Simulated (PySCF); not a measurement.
**A series of small molecules: germyl halides GeH3X**

Gas-phase molecules at GFN2-xTB geometries (not checked as minima at the level of the calculation), PBE/def2-TZVP with PySCF. The ionisation energy is E(cation) − E(neutral) at fixed geometry, without spin-orbit coupling; where the highest orbital is degenerate, the cation is one component. LUMO energies depend on the basis. GFN2-xTB bonds to atoms past the second row can be off by 0.02 to 0.07 Å and angles by up to several degrees, which can move orbital and ionisation energies by up to 0.5 eV and charges by 0.01 to 0.02 e, so small steps and misses may come from the geometries. Volumes are summed on a coarse grid and good to about 2 %. Core potentials replace the inner electrons of I. Electronegativities are Pauling's, radii Cordero's.

```tsv
molecule	electronegativity of X	covalent radius of X (Å)	Hirshfeld charge of the central atom (e)	HOMO energy (eV)	vertical ionisation energy (eV)	HOMO–LUMO gap (eV)	volume inside the 0.001 a.u. surface (Å³)
GeH3F	3.98	0.57	0.398	−8.10	11.88	7.04	69
GeH3Cl	3.16	1.02	0.308	−7.48	10.93	6.60	86
GeH3Br	2.96	1.20	?	?	?	?	?
GeH3I	2.66	1.39	0.260	−6.46	9.67	4.75	105
```

The results for GeH3Br are withheld.

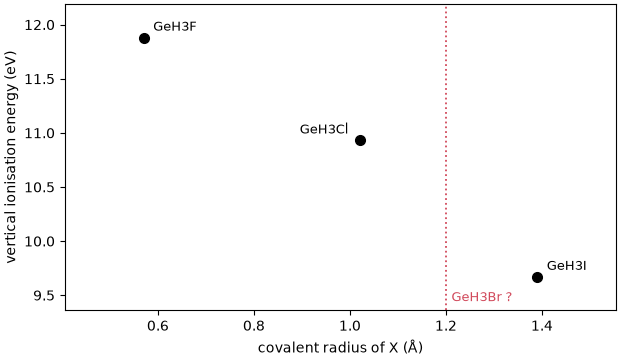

Question: What does the trend of the vertical ionisation energy with the covalent radius of X predict for GeH3Br?

Answer: A least-squares line through the three given members is y = 13.483 − 2.674 x, with R² = 0.98 and a scatter of 0.21 eV; GeH3Cl lies farthest from it (+0.17 eV). At x = 1.20 it gives 10.27 eV. For a new member the 90 % prediction interval is ±1.63 eV, wide since three points leave one degree of freedom.

Question: What did the calculation give?

Answer: The calculation gives 10.42 eV, 0.15 eV above the estimate (0.7 times the scatter, 7 % of the range of the series): inside the prediction interval, which is so wide that this tests little. Its other results: Hirshfeld charge of the central atom 0.289 e, HOMO energy −7.01 eV, HOMO–LUMO gap 5.78 eV and volume inside the 0.001 a.u. surface 91 Å³.

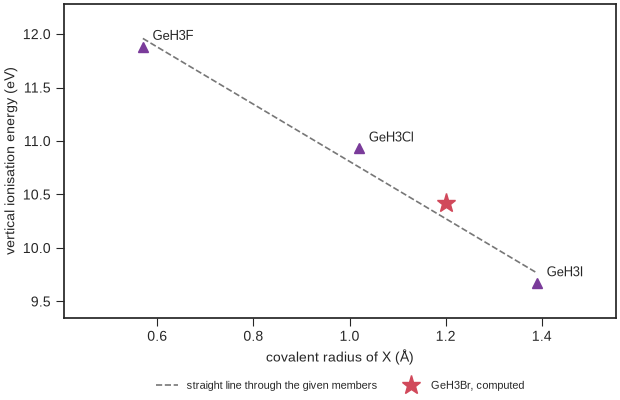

Over the series −ε(HOMO) lies 3.21 to 3.78 eV below the ionisation energy from total-energy differences, since this functional puts filled levels too high (delocalisation error). The pairing was chosen among those with R² above 0.96; series and pairings with weaker trends are left out of this set.

The single runs took from 6.8 s to 5.9 min, on 1 thread of shared hosts (Arm Neoverse N1, Arm Neoverse V2 and Intel(R) Xeon(R) 6975P-C (Granite Rapids)).
